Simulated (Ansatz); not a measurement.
# TlSn: relaxing cell and atoms

Aim: in TlSn, a database entry, slightly rescaled, relax cell and atoms, then read levels, charges and fields where it ends.

Computed, not measured: Ansatz 0.2.0, DFT, r2SCAN, no spin polarisation, plane waves, PAW.

## 1. The cell

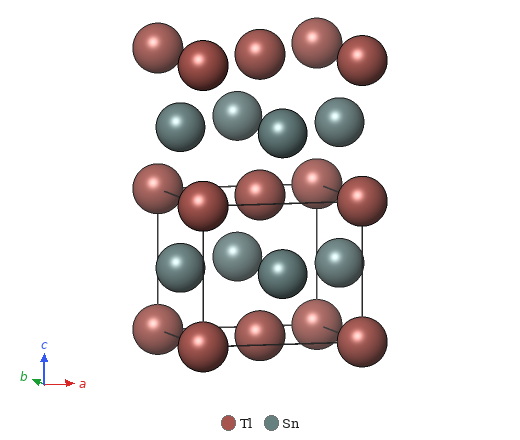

Viewed slightly off an axis; thallium brown, tin teal. 1×1×2 cells are drawn.

Symmetry: P4/mmm, No. 123, tetragonal system. The conventional cell has a = 3.604 Å, b = 3.604 Å, c = 4.362 Å, α = 90.00°, β = 90.00°, γ = 90.00°. Tl (site symmetry 4/mmm) is surrounded by 8 Sn at 3.35 Å and 4 Tl at 3.60 Å. Sn (site symmetry 4/mmm) has 8 Tl at 3.35 Å and 4 Sn at 3.60 Å as nearest neighbours.

The coordinates stand in the input below.

It starts from an earlier solution of the starting cell (checkpoint.read).

## 2. The relaxation

File input.yaml:

```yaml
crystal:
  lattice:
    - [5.096291, 0.0, 0.0]
    - [0.0, 5.096291, 0.0]
    - [0.0, 0.0, 4.361555]
  atoms:
    - { symbol: Tl, position: [0.5, 0.5, 0.0] }
    - { symbol: Sn, position: [0.0, 0.5, 0.5] }
    - { symbol: Sn, position: [0.5, 0.0, 0.5] }
    - { symbol: Tl, position: [0.0, 0.0, 0.0] }
  symmetry: { tolerance: 0.0003 }
kpoints:
  mp_grid: { grid: [7, 7, 8], shift: [0, 0, 0] }
magnetization:
  spin_polarized: false
scf:
  occupations: { method: cold, width: 0.1092 }
  lower_state_search: "off"
hamiltonian:
  pseudopotentials: { kind: paw }
  xc: r2scan
basis:
  ecutwfc: 500
  fft_grid_basis: typed
relax:
  max_steps: 60
  cell: { p_target: 0.0 }
  f_tol: 0.03
output:
  forces: true
  stress: true
  eigenvalues: true
  bader: true
  populations: true
  elf: true
  write_potential: true
  volumetric_format: npy
  dos:
    e_range: [-12, 8]
    de: 0.05
    projected: { site_lists: { Sn: [Sn], Tl: [Tl] } }
checkpoint:
  read: saved_state
```

Started as:

```bash
$ ansatz run input.yaml --threads 2 --pin off --max-ram 3584MiB --backend cpu --events-out ev --progress --plain --runs-dir out
```

The log of the run, cut to the lines that bear on the results:

```text
Warning: RAYON_NUM_THREADS=2 ignored (pool sized by the plan → 2); use --threads N
[...]
Pseudopotentials: kind: paw
Pseudopotential: Tl, paw, valence charge 13, recommended cutoff 500 eV (meta_gga), Tl.paw.azcp
Pseudopotential: Sn, paw, valence charge 14, recommended cutoff 500 eV (meta_gga), Sn.paw.azcp
Functional definition: r2SCAN
[...]
Crystal: 4 atoms, lattice volume = 113.279 Å³
Basis set: ecut = 500 eV, 2875 PW (Γ), exchange–correlation on 160×160×128 points (64 copies of the dense FFT grid, shifted against one another)
Bands: 33, of which v1, the nominal top of the filled ones, is band 27 counted from 1 (26 counted from 0)
Symmetry: 32 space group operations
Space group: P4/mmm (ITA 123), of the structure as read, at distance tolerance 1.5e-3 Å
k-points: 50 of 392
[...]
SCF iter   1: F=—  HF=-34993.753360 eV  |F-HF|=—  |Δ(HF+E_count)|=         —  Δρ=9.65e-4  dr2=1.45e-3  dr2_τ=9.87e-5  ethr=2.96e-6  ⟨swp⟩=2.2  Hψ=10932  notcnv=0
[...]
relax step   1: F+E_penalty+E_count = -34993.75485714 eV  Δ(F+E_penalty+E_count) = +0.000e0 eV  max|allowed force component| = 6.114e-29 eV/Å  Δτ_max = 0.0000 Å  P = +0.674 GPa  Ω = 113.279 Å³  (6 SCF iters, dr2 threshold 1.00e-7 eV, accepted)
[...]
relax step   5: F+E_penalty+E_count = -34993.91437050 eV  Δ(F+E_penalty+E_count) = -3.524e-2 eV  max|allowed force component| = 2.914e-29 eV/Å  Δτ_max = 0.0000 Å  P = -0.148 GPa  Ω = 115.973 Å³  energy of the carried Pulay correction = -7.691e-5 eV  (7 SCF iters, dr2 threshold 4.00e-7 eV, accepted)
relax step   6: F+E_penalty+E_count = -34993.96288076 eV  Δ(F+E_penalty+E_count) = -4.851e-2 eV  max|allowed force component| = 1.975e-29 eV/Å  Δτ_max = 0.0000 Å  P = +0.052 GPa  Ω = 115.136 Å³  energy of the carried Pulay correction = -5.132e-5 eV  (8 SCF iters, dr2 threshold 4.00e-7 eV, accepted)
```

## 3. The log goes on

Output, continued:

```text
relax step   7: F+E_penalty+E_count = -34993.94785775 eV  Δ(F+E_penalty+E_count) = +1.502e-2 eV  max|allowed force component| = 1.701e-29 eV/Å  Δτ_max = 0.0000 Å  P = +0.209 GPa  Ω = 114.873 Å³  energy of the carried Pulay correction = -4.262e-5 eV  (8 SCF iters, dr2 threshold 4.00e-7 eV, rejected (line search))
relax step   8: F+E_penalty+E_count = -34993.96538778 eV  Δ(F+E_penalty+E_count) = -2.507e-3 eV  max|allowed force component| = 1.159e-29 eV/Å  Δτ_max = 0.0000 Å  P = -0.092 GPa  Ω = 115.571 Å³  energy of the carried Pulay correction = -6.383e-5 eV  (11 SCF iters, accepted)
relax step   9: F+E_penalty+E_count = -34993.96563775 eV  Δ(F+E_penalty+E_count) = -2.500e-4 eV  max|allowed force component| = 2.815e-29 eV/Å  Δτ_max = 0.0000 Å  P = +0.083 GPa  Ω = 115.075 Å³  energy of the carried Pulay correction = -4.927e-5 eV  (4 SCF iters, dr2 threshold 1.28e-7 eV, accepted)
relax step  10: F+E_penalty+E_count = -34993.96570649 eV  Δ(F+E_penalty+E_count) = -6.874e-5 eV  max|allowed force component| = 8.066e-29 eV/Å  Δτ_max = 0.0000 Å  P = +0.000 GPa  Ω = 115.301 Å³  energy of the carried Pulay correction = -5.594e-5 eV  (5 SCF iters, dr2 threshold 2.61e-8 eV, accepted)
relax step  11: F+E_penalty+E_count = -34993.96994977 eV  Δ(F+E_penalty+E_count) = -4.243e-3 eV  max|allowed force component| = 8.204e-29 eV/Å  Δτ_max = 0.0000 Å  P = +0.047 GPa  Ω = 115.301 Å³  stress off target by 1.39e-1 GPa  SCF on the basis re-selected at this cell (its energy is not comparable with the rows above)  (6 SCF iters)
relax step  12: F+E_penalty+E_count = -34993.97008027 eV  Δ(F+E_penalty+E_count) = -1.305e-4 eV  max|allowed force component| = 9.269e-30 eV/Å  Δτ_max = 0.0000 Å  P = +0.008 GPa  Ω = 115.427 Å³  energy of the carried Pulay correction = -3.412e-6 eV  (4 SCF iters, dr2 threshold 4.86e-8 eV, accepted)
iter 1 solved again at ethr=1.23e-7 eV; its pass at ethr=3.10e-3 eV (dr2=6.63e-5 eV) is discarded
SCF iter   1: F=—  HF=-34993.970085 eV  |F-HF|=—  |Δ(HF+E_count)|=         —  Δρ=5.28e-6  dr2=2.82e-8  dr2_τ=1.64e-9  ethr=1.23e-7  ⟨swp⟩=3.1  Hψ=11686  notcnv=0
eigensolver tolerance schedule: the retry pair's looser diagonalisation over-reported the residual by 2348.41 of it (diagonalisation noise at 0.10 of the residual, at the tolerance the schedule requests for it); recorded, not acted on — ethr = c·dr2/N_el stays at c = 1.0e-1
preconditioner: auto → Kerker (q_TF=auto, 2.404 Å⁻¹)  [metal: Δε(μ)=0.032 eV  Ē_g=16.656 eV  σ=0.109 eV  W_gap=0.22  n_scr=28 (ndim 8)  ℏωp=25.4 eV  f_vac=0.000  D(μ)=1.87/eV (n_scr^D=6)]
SCF iter   2: F=—  HF=-34993.970084 eV  |F-HF|=—  |Δ(HF+E_count)|=   1.51e-6  S|Δr|=    0.00e0  Δρ=3.42e-6  dr2=1.60e-8  dr2_τ=2.96e-10  ethr=5.22e-11  ⟨swp⟩=3.0  Hψ=3698  notcnv=0
SCF iter   3: F=—  HF=-34993.970084 eV  |F-HF|=—  |Δ(HF+E_count)|=   8.89e-9  S|Δr|=    0.00e0  Δρ=1.74e-6  dr2=4.47e-9  dr2_τ=1.32e-10  ethr=2.97e-11  ⟨swp⟩=2.0  Hψ=2968  notcnv=0
SCF iter   4: F=—  HF=-34993.970084 eV  |F-HF|=—  |Δ(HF+E_count)|=   3.22e-9  S|Δr|=    0.00e0  Δρ=9.38e-7  dr2=6.37e-10  dr2_τ=4.60e-11  ethr=8.28e-12  ⟨swp⟩=2.0  Hψ=2323  notcnv=0
SCF iter   5: F=-34993.970084 eV  HF=-34993.970084 eV  |F-HF|=0.00e0  |Δ(HF+E_count)|=  2.91e-11  S|Δr|=    0.00e0  Δρ=8.41e-8  dr2=1.12e-11  dr2_τ=8.58e-13  ethr=1.00e-12  ⟨swp⟩=5.5  Hψ=9048  notcnv=0
SCF 13 converged in 5 iterations: F = -34993.970084 eV  dr2 = 1.12e-11
relax step  13: F+E_penalty+E_count = -34993.97008387 eV  Δ(F+E_penalty+E_count) = -3.606e-6 eV  max|allowed force component| = 5.916e-30 eV/Å  Δτ_max = 0.0000 Å  P = +0.008 GPa  Ω = 115.427 Å³  stress off target by 2.48e-2 GPa  SCF on the basis re-selected at this cell (its energy is not comparable with the rows above)  (5 SCF iters)
basis re-selected at this cell: Δ(F+E_penalty+E_count) = -3.606e-6 eV, ΔP = -0.000 GPa vs the last step (what re-selecting the basis moved, of the pressure what is left beyond the Pulay correction that the steps carried, after the strain that the cell walked since its last selection, with what the two solves' SCF thresholds leave and, on support functions, any second-order correction that the steps lacked; it is no measure of the basis error at this ecutwfc). This SCF's stress stands 2.48e-2 GPa from its target on what of the cell is left free (relax.cell.stress_tol is 5.00e-2 GPa) and its largest allowed force component is 5.92e-30 eV/Å (relax.f_tol is 3.00e-2 eV/Å): within both
SCF converged after 5 iterations
Stability not checked: this state was not tested for a lower state beside it, because cold or Methfessel-Paxton smearing, or corrected tetrahedra, fill the levels in a way that the test cannot read (fill_not_monotonic; see scf.lower_state_search)
Free energy (F): -34993.970084 eV
Harris-Foulkes:  -34993.970084 eV  (|F-HF|=0.00e0)
Internal energy: -34993.967102 eV  (E = F + TS)
E sigma→0 (E₀):  -34993.969090 eV
Entropy (-TS):   -0.002982 eV (-0.745 meV/atom)
Fermi energy:    10.119881 eV
--- Per-component energies (eV) ---
  E_band       = -203.210313
  E_kinetic    = 1039.659435
  E_local      = -3513.633406  (includes V_loc(G=0)·N_el)
  E_nonlocal   = 568.533684
  E_hartree    = 1734.401122
  E_xc         = -1186.912588
  E_vxc        = -522.644556  (∫ρ·V_xc dr)
  E_paw        = -28698.639709  (= ΣΔE_a)
  E_vpaw       = -1281.425723  (= ΣTr[D̂ρ^β])
  E_aug_tail   = 0.000034  (compensation charges beyond the density's cutoff)
  E_vtau       = 37.498012  (kinetic-family band-sum trace: ∫τ·v_τ [+ j·A + Jᵃ·Aᵃ] dr)
  E_ewald      = -4940.925834
  E_core_change = 3.550162  (= ΣΔE_core)
  E_smearing   = -0.002982  (= −TS)
  E_closure    = -0.000000  (closes the sum)
  Σ components = -34993.970084   (vs F -34993.970084, Δ=0.00e0)
--- Forces (eV/Å), atoms counted from 1 ---
  atom   1  Tl     0.00000000    -0.00000000     0.00000000
  atom   2  Sn    -0.00000000    -0.00000000     0.00000000
  atom   3  Sn    -0.00000000    -0.00000000     0.00000000
  atom   4  Tl    -0.00000000     0.00000000     0.00000000
  max |Σ_I F_I| component: 2.68e-29 eV/Å
--- Stress (GPa, compression-positive) ---
       -0.000699       0.000000      -0.000000
        0.000000      -0.000699       0.000000
       -0.000000       0.000000       0.024847
  P = ⅓ Tr σ = 0.0078 GPa (0.078 kbar)
--- Band table (eV; the first three rows and the last of 50) ---
  k-point 0: bands = ["-12.2167", "-12.1486", "-12.1261", "-12.1098", "-12.1098", "-12.0446", "-12.0446", "-12.0335", "-11.9850", "-11.8986", "-2.5122", "-2.3074", "-2.2128", "-2.0503", "-2.0503", "-1.7694", "-1.7694", "-1.7326", "-1.6549", "-1.3816", "-0.7452", "4.1599", "6.1099", "6.5322", "6.9222", "7.6778", "7.6778", "12.2961", "12.3184", "12.3184", "14.3092", "14.4844", "14.4844"]
  k-point 1: bands = ["-12.2167", "-12.1484", "-12.1260", "-12.1097", "-12.1097", "-12.0445", "-12.0445", "-12.0333", "-11.9850", "-11.8986", "-2.5122", "-2.3068", "-2.2100", "-2.0539", "-2.0539", "-1.7702", "-1.7702", "-1.7313", "-1.6550", "-1.3816", "-0.6578", "3.5469", "6.1091", "6.9463", "7.3125", "7.7761", "7.7761", "12.0000", "12.0000", "12.1802", "13.6208", "14.5776", "14.5776"]
  k-point 2: bands = ["-12.2167", "-12.1479", "-12.1257", "-12.1095", "-12.1095", "-12.0445", "-12.0445", "-12.0328", "-11.9850", "-11.8986", "-2.5123", "-2.3052", "-2.2037", "-2.0625", "-2.0625", "-1.7724", "-1.7724", "-1.7281", "-1.6550", "-1.3816", "-0.3961", "2.5359", "6.1070", "7.0075", "8.0562", "8.0562", "8.8220", "11.2927", "11.2927", "11.9361", "12.7722", "14.8415", "14.8415"]
  k-point 49: bands = ["-12.1634", "-12.1533", "-12.1196", "-12.1164", "-12.0500", "-12.0430", "-12.0418", "-12.0386", "-11.9987", "-11.9873", "-2.3052", "-2.2611", "-2.1825", "-2.1713", "-1.9249", "-1.8915", "-1.7579", "-1.7420", "-1.7036", "-1.6719", "3.1007", "3.5504", "3.8609", "4.3906", "6.0468", "6.5022", "6.7763", "7.2939", "14.7489", "14.9109", "15.7205", "15.9450", "16.6541"]
--- Relaxed structure (11 steps of the walk, 10 accepted, 2 SCFs on fresh bases) ---
  F+E_penalty+E_count = -34993.97008387 eV   max|allowed force component| = 5.916e-30 eV/Å   (the final SCF, on the basis selected at the relaxed cell)
  cell:  # Å, volume = 115.4272 Å³
    - [4.615343938238196, -1.6659174981494006e-32, -6.585950226473785e-33]
    - [-1.3717829018246968e-32, 4.615343938238196, -7.606929215294067e-34]
    - [-5.98364030748544e-33, -6.510232667956347e-34, 5.418761675908108]
  atoms:
    - { symbol: Tl, position: [0.5, 0.5, -2.156101391952659e-36] }
    - { symbol: Sn, position: [6.247109711292125e-35, 0.5, 0.49999999999999994] }
    - { symbol: Sn, position: [0.5, 1.8663021138489564e-36, 0.49999999999999994] }
    - { symbol: Tl, position: [-5.304876541500827e-35, 1.439788794365662e-35, -2.1561013919527095e-36] }
--- Löwdin populations: 4 sites ---
  site symbol       q [e]
     0     Tl     13.0920
     1     Sn     13.8573
     2     Sn     13.8573
     3     Tl     13.0920
  spilling = 0.001877 (of n_electrons = 54.000000)
--- Bader charges: 4 sites ---
  site symbol  charge [e]  shift [e]
     0     Tl      0.0526     0.0000
     1     Sn     -0.0526     0.0000
     2     Sn     -0.0526     0.0000
     3     Tl      0.0526     0.0000
  estimated error of the sums over rays = 1.5e-4 e
```

Run time: 57 s. Hardware: 2 threads of AMD EPYC 9R45 (Zen 5), shared host; peak memory 0.79 GiB.

Step by step:

| step | energy from step 1 (eV/cell) | largest force component (eV/Å) | pressure (GPa) | volume (Å³) |
| --- | --- | --- | --- | --- |
| 1 | 0.0000 | 0.0000 | 0.67 | 113.28 |
| 2 | -0.0366 | 0.0000 | -0.19 | 115.56 |
| 3 | -0.0994 | 0.0000 | 0.14 | 114.48 |
| 4 | -0.1243 | 0.0000 | 0.39 | 114.20 |
| 5 | -0.1595 | 0.0000 | -0.15 | 115.97 |
| 6 | -0.2080 | 0.0000 | 0.05 | 115.14 |
| 7x | -0.1930 | 0.0000 | 0.21 | 114.87 |
| 8 | -0.2105 | 0.0000 | -0.09 | 115.57 |
| 9 | -0.2108 | 0.0000 | 0.08 | 115.08 |
| 10 | -0.2108 | 0.0000 | 0.00 | 115.30 |
| 11 | -0.2151 | 0.0000 | 0.05 | 115.30 |
| 12 | -0.2152 | 0.0000 | 0.01 | 115.43 |
| 13 | -0.2152 | 0.0000 | 0.01 | 115.43 |

Step 1 is the start. Steps 11, 13 repeat the geometry before on a plane-wave basis chosen anew for that cell, so the energy can jump there without any move; the table keeps such jumps. 1 step was tried and not accepted (marked x).

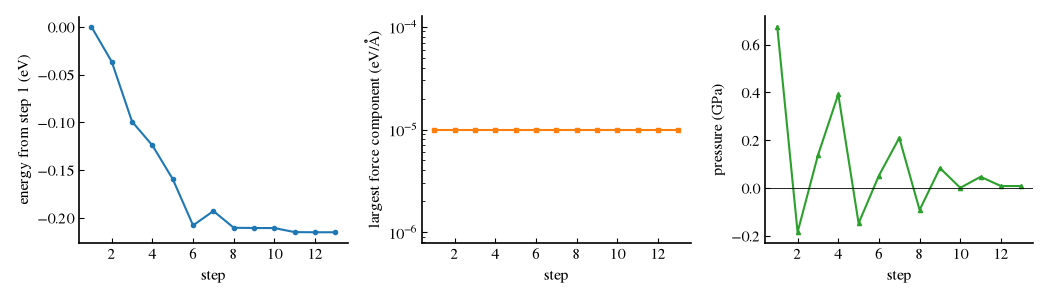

Energy, largest force and pressure along the relaxation.

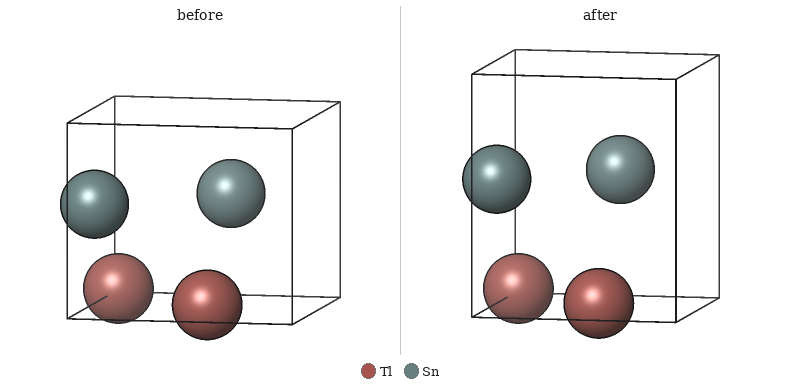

The structure before (left) and after (right), drawn at the same scale. Each atom of the cell is drawn once.

| input's cell | before | after | change |
| --- | --- | --- | --- |
| a (Å) | 5.096 | 4.615 | -9.4 % |
| b (Å) | 5.096 | 4.615 | -9.4 % |
| c (Å) | 4.362 | 5.419 | +24.2 % |
| volume (Å³/atom) | 28.32 | 28.86 | +1.9 % |

## 4. Total and projected density of states

States per cell by energy window, from dos.tsv and pdos.tsv (tetrahedra; eV from the Fermi level):

| from | to | total | Sn s | Sn p | Tl s | Tl p |
| --- | --- | --- | --- | --- | --- | --- |
| -8.0 | -7.0 | 1.43 | 0.54 | 0.24 | 0.34 | 0.29 |
| -7.0 | -6.0 | 1.52 | 0.59 | 0.22 | 0.46 | 0.21 |
| -6.0 | -5.0 | 1.98 | 0.63 | 0.22 | 0.91 | 0.18 |
| -5.0 | -4.0 | 0.85 | 0.27 | 0.08 | 0.41 | 0.08 |
| -4.0 | -3.0 | 0.53 | 0.04 | 0.22 | 0.15 | 0.11 |
| -3.0 | -2.0 | 1.50 | 0.07 | 0.84 | 0.09 | 0.47 |
| -2.0 | -1.0 | 2.31 | 0.14 | 1.30 | 0.21 | 0.63 |
| -1.0 | 0.0 | 2.05 | 0.19 | 1.08 | 0.19 | 0.54 |
| 0.0 | 1.0 | 1.77 | 0.12 | 0.96 | 0.19 | 0.45 |
| 1.0 | 2.0 | 2.02 | 0.15 | 0.89 | 0.11 | 0.79 |
| 2.0 | 3.0 | 2.25 | 0.12 | 0.98 | 0.07 | 0.95 |

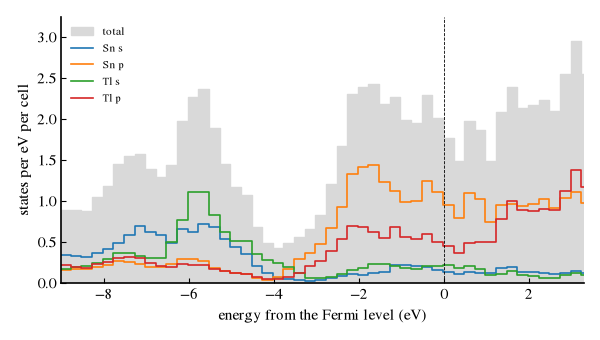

Total and projected density of states, in bins of 0.25 eV.

## 5. Charges

By element, from the tables in the log (a charge is positive for electrons lost): Löwdin charges also hold the electrons that the projection spills.

| element | atoms | Bader charge (e) | Bader volume (Å³) | Löwdin charge (e) |
| --- | --- | --- | --- | --- |
| Tl | 2 | +0.05 | 27.9 | -0.09 |
| Sn | 2 | -0.05 | 29.8 | +0.14 |

Löwdin charges rest on a small set of atomic orbitals that misses 0.2 % of the electrons, so they need not add up to the cell's charge and can differ from Bader's even in sign.

## 6. Real-space fields

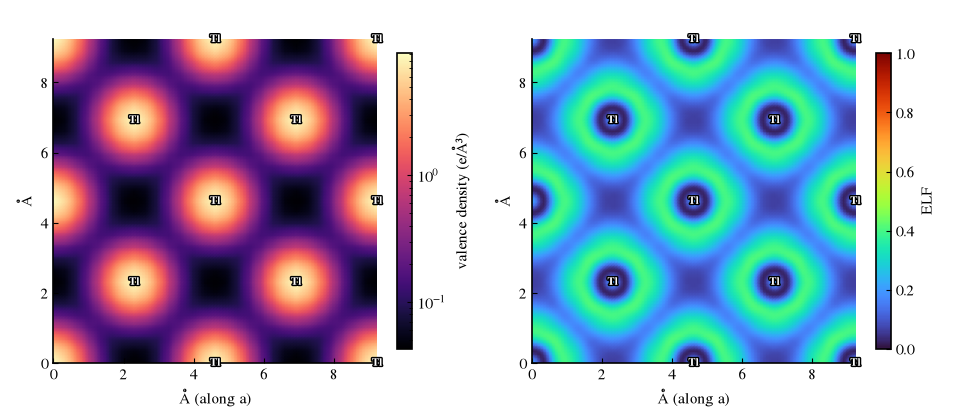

Valence density (left, log scale) and ELF (right) in the plane spanned by a and b at height 0.000 along c (axes of the input's cell); atoms within 0.2 Å are lettered, 2×2 cells. These are the smooth PAW fields, not the true ones near the nuclei.

Scans along the contacts give these minima of the density:

| contact | length (Å) | minimum at (fraction) | density (e/Å³) | ELF |
| --- | --- | --- | --- | --- |
| Tl1–Tl4 | 3.264 | 0.50 | 0.145 | 0.17 |
| Sn2–Sn3 | 3.264 | 0.50 | 0.177 | 0.46 |

## 7. Outcome

```
                                                 quantity                                                                      value
                                                    moves                                                                          9
                                            energy gained                                                              52.7 meV/atom
                                             largest move                                                                     0.00 Å
                     space group (0.01 Å), before / after                                                            P4/mmm / P4/mmm
                                                     cell  a = 4.615 Å, b = 4.615 Å, c = 5.419 Å, α = 90.00°, β = 90.00°, γ = 90.00°
                                                   volume                                                     28.86 Å³/atom (+1.9 %)
                                      pressure at the end                                                                   0.01 GPa
           formation energy (elements from separate runs)                                                               0.12 eV/atom
                                                character                                                                      metal
density of states, mean within 0.25 eV of the Fermi level                                                        1.9 per eV per cell
                                            Bader charges                                                       Tl +0.05, Sn -0.05 e
```

The volume grew by 1.9 %, and the atoms end where they began within the cell; the energy fell by 52.7 meV per atom. The shape changed more than that tells: the edges moved by -9, -9, +24 %. The run held to 32 symmetry operations, so a lower structure without them is not ruled out. The cell is metallic; within 0.25 eV of the Fermi level the density of states averages 1.9 per eV per cell, mostly Sn p (54 %) and Tl p (25 %). Set against separate runs on the elements (Tl hcp, alpha-Sn (diamond)), it forms at 0.12 eV per atom, so at this geometry it is not bound against them. By Bader's partition Tl gives up most (+0.05 e) and Sn takes most (-0.05 e).
